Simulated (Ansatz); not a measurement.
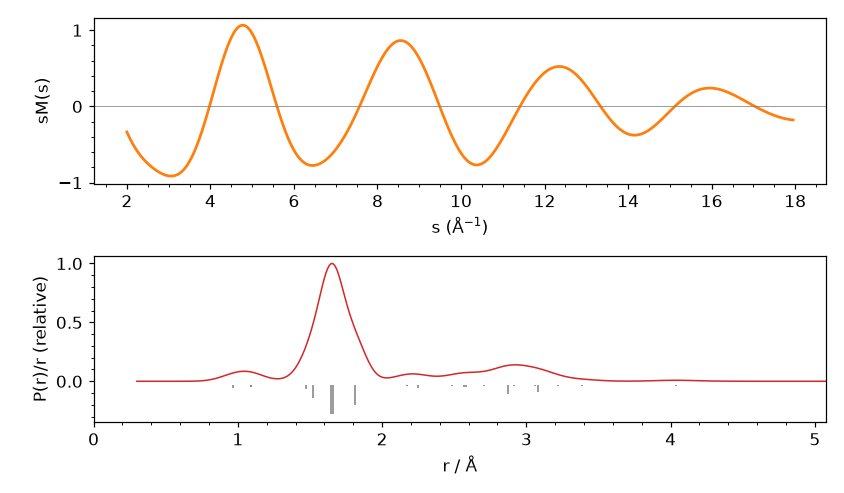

Simulated gas electron diffraction: reduced molecular intensity sM(s) from the Debye equation in the first Born approximation (top) and the radial distribution curve (bottom) of CH4O2Si. Each pair of atoms contributes with weight ZᵢZⱼ/r (bars below the curve); damping constant 0.002 Å²; vibrational amplitudes assumed, not computed: 0.05 Å for bonds, 0.078 Å for bonds to H, 0.06 + 0.015 r up to 0.15 Å for other pairs. The geometry is the end point of an optimisation (Ansatz 0.2.0, RKS r2SCAN/6-31G*); it may be a saddle point or a higher isomer.

> Read the positions of the first 4 clear peaks and name the main pairs (– for bonds).

Peak 1, 1.04 Å: O–H 0.97 Å, C–H 1.09 Å (×2), not resolved
Peak 2, 1.65 Å: O–C 1.52 Å, Si–O 1.65–1.66 Å (×2), Si–C 1.81 Å, not resolved
Peak 3, 2.21 Å: O···H 2.17–2.18 Å (×2), Si···H 2.25 Å, not resolved
Peak 4, 2.92 Å: O···H 2.71–3.06 Å (×2), O···O 2.87 Å, O···C 3.08 Å, not resolved; in its flanks O···H 2.49–3.39 Å, Si···H 2.57–2.58 Å
